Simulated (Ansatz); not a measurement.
# One shape, several levels: As2 (SMILES [As]#[As])

Wanted: a comparison of 6 runs (B3LYP/def2-TZVPPD, PBE/def2-TZVPPD, revPBE/def2-TZVPPD, wB97X/def2-TZVPPD, RPA@PBE0/def2-TZVPPD, CCSD/def2-TZVPPD) of As2. 

The calculation is run with Ansatz 0.2.0.

13 further runs of the same task are left out: 13 set aside as unsound or not needed.

## (1) Starting point

As2 has 2 atoms, charge 0, and is taken as a singlet. As SMILES, `[As]#[As]`. The As1–As2 distance was set to 2.716 Å, away from the relaxed value.

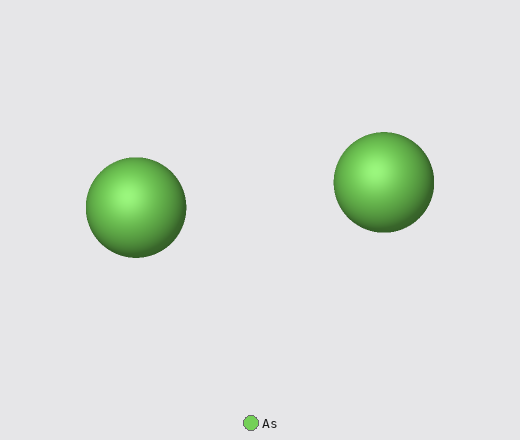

Viewed from a chosen angle; arsenic green.

## (2) The energy at B3LYP/def2-TZVPPD (run 1)

The input, run.yaml:

```yaml
crystal:
  periodic: [false, false, false]
  atoms:
    - {symbol: As, position_ang: [0.000000, -0.000000, -0.624210]}
    - {symbol: As, position_ang: [-0.000000, 0.000000, 2.091490]}
basis:
  gaussian: {orbitals: def2-TZVPPD.json}
output: {orbitals: {seedname: orbitals}}
accuracy: high
hamiltonian: {xc: {name: B3LYP}}
```

The basis set def2-TZVPPD is read from a file made from the Basis Set Exchange's data (not shown).

On the command line:

```sh
$ ansatz run run.yaml --threads 1 --pin off --max-ram 3480MiB --events-out events.jsonl --progress --plain --runs-dir runs
```

The program printed:

```text
Warning: RAYON_NUM_THREADS=1 ignored (pool sized by the plan → 1); use --threads N
Functional definition: B3LYP
  name "B3LYP"
  parameter a0 = 0.2
  parameter ax = 0.72
  parameter ac = 0.81
  exchange = (1 - a0 - ax)*slater_x + ax*b88_x + a0*exact_x
  correlation = (1 - ac)*vwn_rpa_c + ac*lyp_c
1324 factors; integrals over basis functions are off by at most 4.7e-9 eV
mean field evaluation 1: about -121682.5519 eV, gradient 1.4e1 eV
mean field evaluation 2: about -121682.6132 eV, gradient 1.1e1 eV
mean field evaluation 4: about -121682.7412 eV, gradient 6.8e-1 eV
mean field evaluation 8: about -121682.7574 eV, gradient 2.3e-2 eV
mean field evaluation 16: about -121682.7574 eV, gradient 1.4e-7 eV
mean field -121682.75741854 eV, -4471.7588555962 hartree, gradient 1.5e-8 eV, S^2 0.000000; 0 other end points of the search recorded, 0 dependent functions left out
reference -121682.75744632 eV, -4471.7588566169 hartree; 33, 33 occupied and 75, 75 virtual orbitals, 1324 factors
Total energy: -121682.75744632 eV, -4471.7588566169 hartree
```

It took 6 s on 1 thread of Arm Neoverse V2, shared host; peak memory 0.28 GiB.

## (3) A single-point energy at PBE/def2-TZVPPD (run 2)

The input, in.yaml:

```yaml
crystal:
  periodic: [false, false, false]
  atoms:
    - {symbol: As, position_ang: [0.000000, -0.000000, -0.624210]}
    - {symbol: As, position_ang: [-0.000000, 0.000000, 2.091490]}
basis:
  gaussian: {orbitals: def2-TZVPPD.json}
hamiltonian: {xc: {name: PBE}}
accuracy: high
output: {orbitals: {seedname: orbitals}}
```

The basis set def2-TZVPPD is read from a file made from the Basis Set Exchange's data (not shown).

On the command line:

```sh
$ ansatz run in.yaml --threads 1 --pin off --max-ram 3480MiB --events-out events.jsonl --progress --plain --runs-dir runs
```

The program printed:

```text
Warning: RAYON_NUM_THREADS=1 ignored (pool sized by the plan → 1); use --threads N
Functional definition: PBE
  name "PBE"
  parameter kappa = 0.804
  parameter beta = 0.06672455060314922
  exchange = pbe_x(kappa = kappa, mu = beta*pi^2/3)
  correlation = pbe_c(beta = beta)
1324 factors; integrals over basis functions are off by at most 4.7e-9 eV
mean field evaluation 1: about -121662.2766 eV, gradient 1.9e1 eV
mean field evaluation 2: about -121662.2830 eV, gradient 1.8e1 eV
mean field evaluation 4: about -121662.6255 eV, gradient 1.2e-1 eV
mean field evaluation 8: about -121662.6234 eV, gradient 3.5e-2 eV
mean field evaluation 16: about -121662.6235 eV, gradient 6.1e-7 eV
mean field -121662.62345019 eV, -4471.0189459066 hartree, gradient 4.1e-9 eV, S^2 0.000000; 0 other end points of the search recorded, 0 dependent functions left out
reference -121662.62345243 eV, -4471.0189459888 hartree; 33, 33 occupied and 75, 75 virtual orbitals, 1324 factors
Total energy: -121662.62345243 eV, -4471.0189459888 hartree
```

Wall time 4.8 s (1 thread of Arm Neoverse V2, shared host); peak memory 0.2 GiB.

Runs 3 to 4 aren't shown in full; the table further down has their settings and results.

## (4) The energy at RPA@PBE0/def2-TZVPPD (run 5)

The input, molecule.yaml:

```yaml
crystal:
  periodic: [false, false, false]
  atoms:
    - {symbol: As, position_ang: [0.000000, -0.000000, -0.624210]}
    - {symbol: As, position_ang: [-0.000000, 0.000000, 2.091490]}
basis:
  gaussian: {orbitals: def2-TZVPPD.json}
hamiltonian: {xc: {name: PBE0}}
correlation: {method: rpa, frozen_orbitals: {As: 9}}
accuracy: high
```

The basis set def2-TZVPPD is read from a file made from the Basis Set Exchange's data (not shown).

On the command line:

```sh
$ ansatz run molecule.yaml --threads 1 --pin off --max-ram 3480MiB --events-out events.jsonl --progress --plain --runs-dir runs
```

The program printed (excerpt; [...] marks lines left out):

```text
Warning: RAYON_NUM_THREADS=1 ignored (pool sized by the plan → 1); use --threads N
Functional definition: PBE0
  name "PBE0"
[...]
1324 factors; integrals over basis functions are off by at most 4.7e-9 eV
[...]
mean field -121665.32039443 eV, -4471.1180567791 hartree, gradient 2.7e-8 eV, S^2 0.000000; 0 other end points of the search recorded, 0 dependent functions left out; unrestricted orbitals would lower it
[...]
unrestricted determinant -121591.47741120 eV, -4468.4043771981 hartree, S^2 2.1048
18 core orbitals not correlated: weight in the atoms' cores, before any rotation towards them, 1.000 or more for the frozen orbitals, at most 0.000 for the correlated occupied ones
reference -121587.37974889 eV, -4468.2537908857 hartree; 15, 15 occupied and 75, 75 virtual orbitals, 1324 factors
Total energy: -121607.11531603 eV, -4468.9790596009 hartree
```

Run time: 11 s. Hardware: 1 thread of Arm Neoverse V2, shared host; peak memory 0.34 GiB.

## (5) A single-point energy at CCSD/def2-TZVPPD (run 6)

molecule.yaml: that of step 4 with these lines changed.

```diff
@@ -7,4 +7,5 @@
   gaussian: {orbitals: def2-TZVPPD.json}
-hamiltonian: {xc: {name: PBE0}}
-correlation: {method: rpa, frozen_orbitals: {As: 9}}
+total_charge: 0
+correlation: {method: ccsd, frozen_orbitals: {As: 9}}
 accuracy: high
+scf: {omitted_lower_state_checks: [cluster_reference, increment]}
```

The basis set def2-TZVPPD is read from a file made from the Basis Set Exchange's data (not shown).

On the command line:

```sh
$ ansatz run molecule.yaml --threads 1 --pin off --max-ram 3480MiB --events-out events.jsonl --progress --plain --runs-dir runs
```

The program printed (excerpt; [...] marks lines left out):

```text
Warning: RAYON_NUM_THREADS=1 ignored (pool sized by the plan → 1); use --threads N
Functional definition: HF
  name "HF"
[...]
1324 factors; integrals over basis functions are off by at most 4.7e-9 eV
[...]
mean field -121588.32436987 eV, -4468.2885050664 hartree, gradient 8.3e-8 eV, S^2 0.000000; 6 other end points of the search recorded, 0 dependent functions left out; unrestricted orbitals would lower it
18 core orbitals not correlated: weight in the atoms' cores, before any rotation towards them, 1.000 or more for the frozen orbitals, at most 0.000 for the correlated occupied ones
reference -121588.32436987 eV, -4468.2885050664 hartree; 15, 15 occupied and 75, 75 virtual orbitals, 1324 factors
second order -13.35501525 eV of doubles, -0.00000000 eV of singles
cycle   1  -12.85904248 eV  change    5.0e-1 eV  update   2.5e-1
[...]
cycle  26  -14.68331266 eV  change   -1.1e-9 eV  update   2.3e-9
Total energy: -121603.00768253 eV, -4468.8281068540 hartree
Checks for a lower state left out: cluster_reference, increment
```

Run time: 16 s. Hardware: 1 thread of Arm Neoverse V2, shared host; peak memory 0.46 GiB.

## (6) Overview of the runs

| run | level | frozen core orbitals | energy (Eh) | HOMO energy (eV) | LUMO energy (eV) | HOMO–LUMO gap (eV) | wall time |
| --- | --- | --- | --- | --- | --- | --- | --- |
| 1 | B3LYP/def2-TZVPPD | – | -4471.758857 | -6.29 | -3.96 | 2.33 | 6 s |
| 2 | PBE/def2-TZVPPD | – | -4471.018946 | -5.72 | -4.39 | 1.33 | 4.8 s |
| 3 | revPBE/def2-TZVPPD | – | -4471.336038 | -5.67 | -4.34 | 1.33 | 4.8 s |
| 4 | wB97X/def2-TZVPPD | – | -4471.709126 | -8.23 | -2.09 | 6.14 | 37 s |
| 5 | RPA@PBE0/def2-TZVPPD | 18 | -4468.979060 | – | – | – | 11 s |
| 6 | CCSD/def2-TZVPPD | 18 | -4468.828107 | – | – | – | 16 s |

## (7) What came out

| quantity | value |
| --- | --- |
| run 6: total energy | -4468.82811 Eh |
| run 6: correlation energy (18 core orbitals frozen) | -539.6 mEh |
| run 6: T1 diagnostic | 0.138 |

What this shows: Over runs 1, 2, 3, 4 the HOMO–LUMO gap runs from 1.33 eV (PBE/def2-TZVPPD) to 6.14 eV (wB97X/def2-TZVPPD). Totals of different functionals can't be ranked against each other. In run 6 the T1 diagnostic is large, so a single reference may not serve. In runs 5, 6 the log says that unrestricted orbitals would lower the reference, so the values rest on an unstable closed-shell determinant (other closed-shell runs at this shape may share the fault). All runs together took 79 s, the longest 37 s.
